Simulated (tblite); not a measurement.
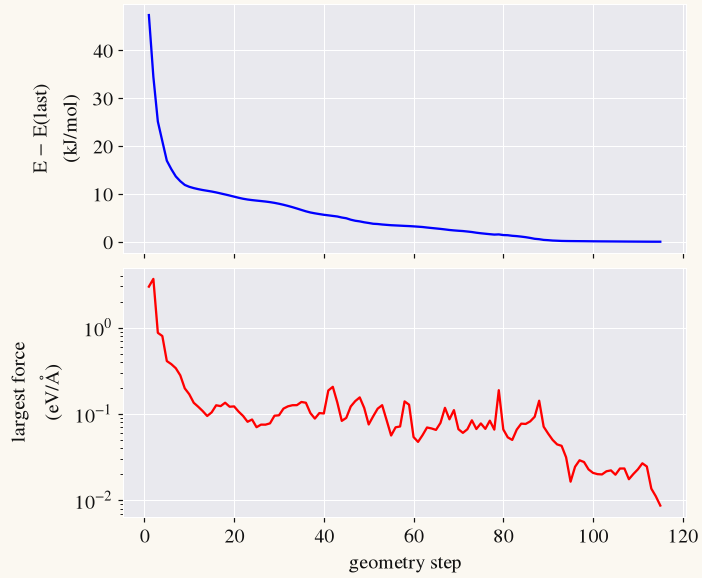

History of a geometry optimisation.

C8H11BrO (SMILES C=C[C@H]1C[C@@](C)(C(=O)Br)C1); GFN2-xTB geometry optimisation, gas phase in tblite 0.8.0.

**How did it end, and what did it gain?**

The optimisation met its thresholds at geometry 115, counting the start as the first. The energy fell by about 47 kJ/mol from the first step to the last. The largest force goes from about 3 eV/Å at the start to 9 × 10⁻³ eV/Å at the end.
